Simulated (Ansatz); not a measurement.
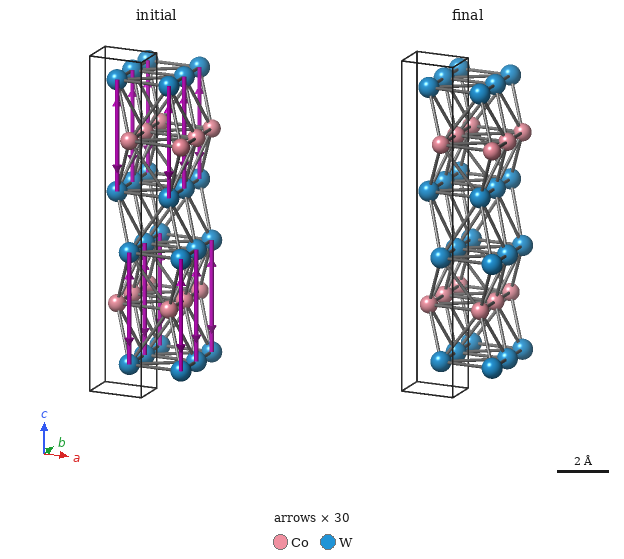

The structure of solid CoW₂ (a generated structure, set up in P6_3/mmc) (coarse preliminary run) before (left) and after (right) a relaxation, at one scale. The purple arrows give the displacements (the part carried along by the change of the cell is left out), 30 times their true length.

The picture is a ball-and-stick view of the cell of the calculation, repeated 2 × 3 × 1 with one cell outlined, seen slightly off an axis.

These are results of Ansatz 0.2.0, DFT PBE, scalar-relativistic, plane waves, PAW, not measurements.

Input file:
```yaml
crystal:
  lattice:
    - [2.78592227, 0.0, 0.0]
    - [-1.39296113, 2.41267946, 0.0]
    - [0.0, 0.0, 13.4252611]
  atoms:
    - { symbol: Co, position: [0.33333333, 0.66666667, 0.25], spin: 3.0 }
    - { symbol: Co, position: [0.66666667, 0.33333333, 0.75], spin: 3.0 }
    - { symbol: W, position: [0.33333333, 0.66666667, 0.91666667] }
    - { symbol: W, position: [0.33333333, 0.66666667, 0.58333333] }
    - { symbol: W, position: [0.66666667, 0.33333333, 0.08333333] }
    - { symbol: W, position: [0.66666667, 0.33333333, 0.41666667] }
basis:
  ecutwfc: 420
kpoints:
  mp_grid: { grid: [6, 6, 2] }
hamiltonian:
  xc: pbe
scf:
  occupations: { method: gaussian, width: 0.1 }
  lower_state_search: "off"
output:
  forces: true
  stress: true
  eigenvalues: true
  populations: true
magnetization:
  spin_polarized: true
relax:
  adjacent_minimum: "off"
  f_tol: 0.04
  max_steps: 70
  cell: { stress_tol: 0.4 }
```

Launched with:
```bash
ansatz run input.yaml --threads 1 --pin off --max-ram 2560MiB --backend cpu --events-out ev --progress --plain --runs-dir out
```

Question: What changed between the two?

Answer: After 4 accepted moves (5 points after the start) the energy has fallen by 153 meV per atom. Largest force component: 3.4 eV/Å at the start, 0.0064 eV/Å at the end. Pressure: −3.15 GPa at the start and 0.04 GPa at the end. At 1 point the geometry stayed and the basis and grid were re-selected for the new cell (energy shift of 0.2 meV per atom at most each time). The largest moves relative to the cell, 0.13 Å, are those of W3, W4, W5 and W6. W6 goes along −c. Co stays in place. The drawn cell changes as follows: a = b 2.786 → 2.760 Å (−0.9 %), c 13.425 → 13.226 Å (−1.5 %); the volume changes by −3.3 %. Near-neighbour distances that change, for instance: W3–W5 2.756 → 2.927 Å, Co1–W5 2.756 → 2.619 Å, W3–W3 2.786 → 2.760 Å, Co1–Co1 2.786 → 2.760 Å. The space group stays P6_3/mmc (No. 194). The program noted that the starting moments weren't kept. The run took 84 s on 1 thread of Arm Neoverse V1, with other jobs on the host, peak memory 0.45 GiB.

Limits of the set-up: the k-point mesh is coarse for a cell with partly filled bands.
